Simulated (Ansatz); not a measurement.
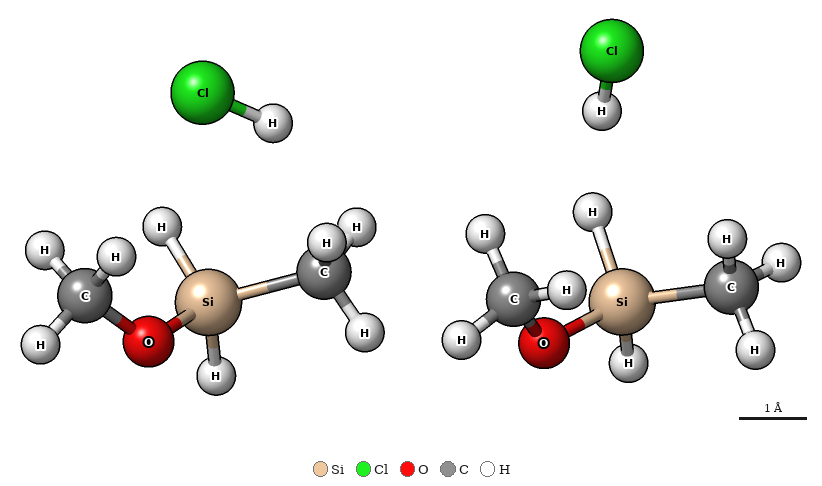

Two geometries of C2H9ClOSi, drawn at one scale. One is the start of a relaxation, the other its converged end. The picture is a ball-and-stick view, seen at a tilt.

The calculation used RKS PBE0-D4/def2-mTZVP in Ansatz. Settings: no spin polarisation; force threshold 0.03 eV/Å; at most 50 steps.

Which geometry has the lower energy?

Answer. The right one is the relaxed one. The run prepares an end point of a later path (reaction) calculation, from a guessed geometry. The atom that moves furthest after the best rigid fit is an H atom (1.31 Å). Largest moves by element: H 1.31 Å, Cl 0.64 Å, O 0.46 Å, C 0.30 Å, Si 0.13 Å. Among the contacts that change: H–Si 1.488 → 1.508 Å, Cl–H 1.314 → 1.304 Å, C–Si 1.874 → 1.865 Å, H–Si 1.488 → 1.482 Å. Bond angles that change, for instance: H–Si–C 107.4° → 112.1°, Si–O–C 127.5° → 122.9°, H–Si–C 112.0° → 107.8°. Groups turn about O–Si by about 35°, C–Si by about 25°, C–O by about 20°. After 14 accepted moves (17 points after the start) the energy has fallen by 20.3 kJ/mol. Largest force component: 0.41 eV/Å at the start, 0.026 eV/Å at the end. The line search rejected the trial steps at points 11, 12, 16 of the run.
